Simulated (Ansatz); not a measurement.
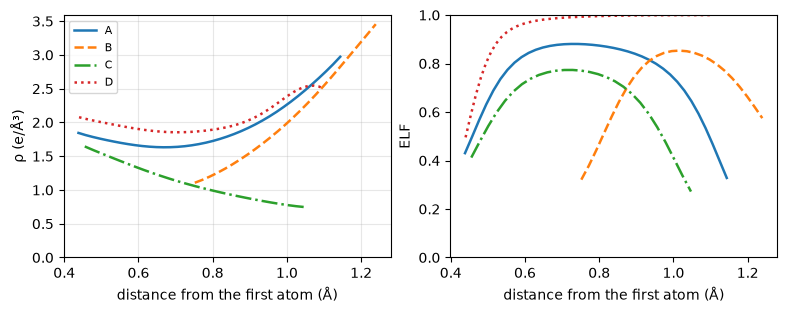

*CH3NSi. Electron density and ELF along straight lines between neighbouring atoms. The curves leave out the atomic cores.*

Theory: Ansatz 0.2.0, UKS CAM-B3LYP-D4/def2-SVP.

```xyz
6

C     0.3640   -0.4293   -0.5644
N    -0.6024   -0.8852    0.5233
Si   -0.3721    0.7194    0.6420
H     0.0033   -0.4876   -1.6017
H     1.4049   -0.7731   -0.4757
H    -0.7977    1.8559    1.4765
```

> Which curve belongs to which contact (C–H, C–N, C–Si and Si–N)? The first atom named is at distance zero.

Curve A: C–N (1.52 Å): the density is about 1.7 e/Å³ at the midpoint; the ELF peaks at about 0.90 between the atoms: a covalent bond. Curve B: Si–N (1.63 Å): ρ is about 1.3 e/Å³ halfway; the ELF peaks at about 0.85 between the atoms; a short, strongly polar bond. Curve C: C–Si (1.82 Å): the density is about 0.86 e/Å³ at the midpoint; the ELF peaks at about 0.75 between the atoms, as expected for a covalent bond. Curve D: C–H (1.10 Å): the density is about 2 e/Å³ at the midpoint; the ELF climbs to about 1 towards the hydrogen, as it does in any bond to H: a covalent bond by its length.
